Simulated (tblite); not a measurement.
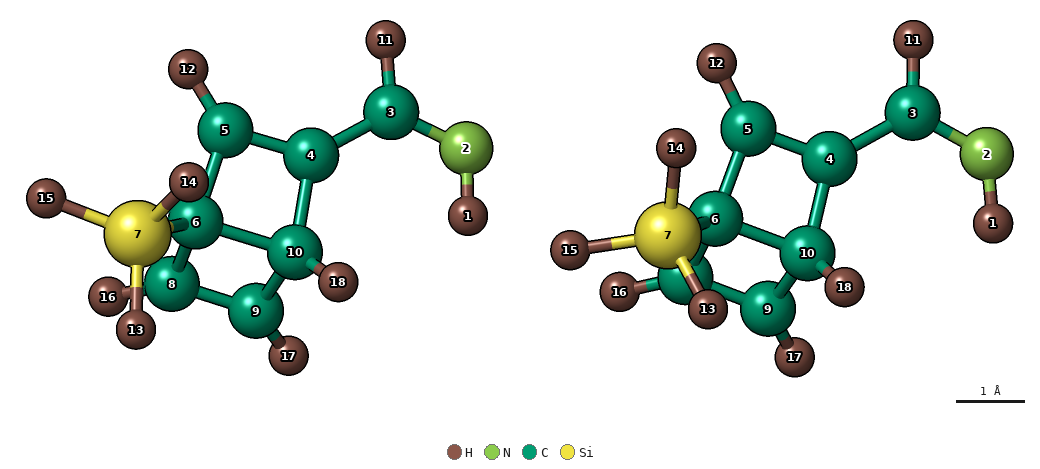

Two geometries of C7H9NSi, drawn at one scale. One is the start of a relaxation, the other its converged end. A ball-and-stick model, seen at a tilt.

Method: GFN2-xTB geometry optimisation, gas phase in tblite. 

### Which one is relaxed?

The left one is the relaxed one. The atom that moves furthest after the best rigid fit is H13 (0.89 Å). By element the largest moves are H 0.89 Å, Si 0.18 Å, N 0.17 Å, C 0.15 Å. Among the contacts that change: C6–C10 1.488 → 1.567 Å, C6–C8 1.449 → 1.516 Å, C4–C10 1.472 → 1.518 Å, C6–Si7 1.842 → 1.888 Å. Among the angles between lasting bonds that change: H1–N2–C3 122.2° → 113.8°, C6–Si7–H13 114.9° → 108.1°, C5–C6–C8 119.2° → 112.4°. Groups turn about C6–Si7 by about 40°. After 117 geometry steps the energy has fallen by 0.606 eV.
